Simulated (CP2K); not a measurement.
Consider methyl isocyanide at its PBE geometry (Å).

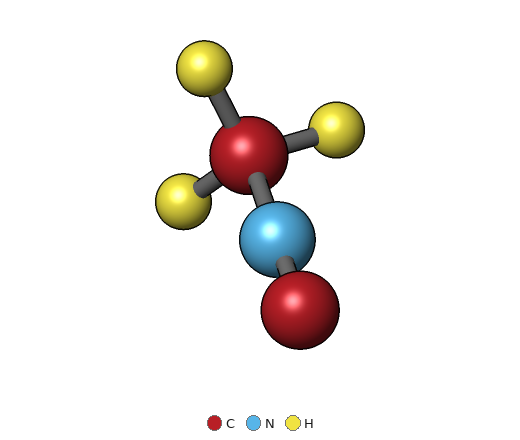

The molecule (carbon red, nitrogen blue, hydrogen yellow).

```xyz
6

C    -0.4841    0.0071   -0.0018
N     0.9377   -0.0091    0.0083
C     2.1185   -0.0328    0.0097
H    -0.8585   -0.6979   -0.7550
H    -0.8695   -0.2823    0.9841
H    -0.8441    1.0151   -0.2452
```

Method: CP2K XAS_TDP, all-electron GAPW, PBEh(45%), aug-cc-pVTZ, TDA, no relativity.

Predict the bright core excitations at the N K edge.

Leading lines: N2 396.73 eV. The leading line of an atom is its first one with 35 % of the strongest within 2.5 eV of its lowest line over the strength cut. 

The first six lines of each atom with a strength over 0.0015:

| atom | energy (eV) | states | strength, one atom |
| --- | --- | --- | --- |
| N2 (bonded to 2 C) | 396.73 | 2 | 0.0836 |
|  | 400.20 | 1 | 0.0097 |
|  | 401.22 | 1 | 0.0050 |
|  | 401.50 | 2 | 0.0025 |
|  | 401.56 | 1 | 0.0022 |
|  | 402.46 | 1 | 0.0019 |

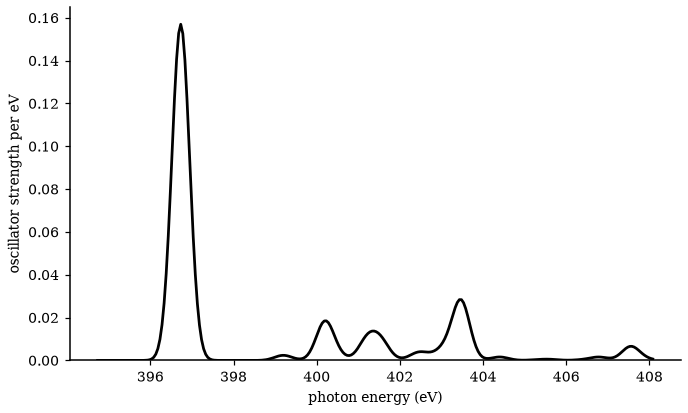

All atoms added, broadened by 0.5 eV.

Lines are vertical, at one geometry, with no vibrational structure. Without a correction of the core level, line positions, and the gaps between valence and Rydberg lines, follow the share of exact exchange. At this level such K lines come out 3 to 6 eV under measured ones. These values hold no scalar relativity, about 0.2 eV for N 1s. Rydberg lines, and the discretised continuum above threshold, depend on the basis and the box.

[Banner, clock and machine lines of the logs are left out without a mark of their own.]

[Logs are printed without paths, hosts, clocks, repeated set-up lines and the standing remarks that a program may print on its own settings, such as how far it seeks lower states.]

[Hosts, paths, dates, database ids (printed as entryN), source tags and the programs' standing remarks are cut or masked in the printed files.]
